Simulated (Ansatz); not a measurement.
A substitution series on Si: H to NH2

On one Si centre that keeps F, n of the H ligands are replaced by NH2. The atomisation energy (no zero-point term) y in kJ/mol at CCSD(T)/CBS estimate. Shapes, held fixed at every level: PBE0-D4/def2-TZVP. Flexible molecules stand in one conformer, not always the lowest. Programs: Ansatz 0.2.0.

| molecule | n | y (kJ/mol) |
| --- | --- | --- |
| SiH3F | 0 | 1603 |
| SiH2(NH2)F | 1 | 2446 |
| SiH(NH2)2F | 2 | ? |
| Si(NH2)3F | 3 | 4124 |

Question: Fit y = c + s·n to the known rows and predict SiH(NH2)2F.

Answer: 
1. Means of the 3 rows: n = 1.33333, y = 2724.3.
2. Σ(Δn)² = 4.6667, Σ(Δn·Δy) = 3920.7, so the slope is 3920.7/4.6667 = 840.14.
3. Intercept: 2724.3 − (840.14) × 1.33333 = 1604.1. The largest residual of the fit is 1.8.
4. SiH(NH2)2F: 1604.1 + (840.14) × 2 = 3284 kJ/mol.

The run gave 3289 kJ/mol, so the prediction is off by -5 kJ/mol, more than the scatter of the fit. The steps are nearly additive. The slope is the difference between a Si–NH2 and a Si–H bond with the ligands’ own bonds. Other levels give for SiH(NH2)2F: HF/def2-TZVPP 2289; SPW92/def2-TZVPP 3731; B3LYP-D4/def2-TZVPP 3284 kJ/mol. The CBS estimate extrapolates MP2 from def2-TZVPP and def2-QZVPP and adds CCSD(T) − MP2 in the triple-zeta set, cores frozen.

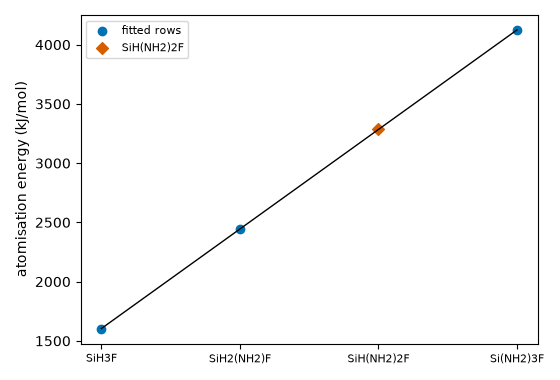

The fitted line, with the withheld member.
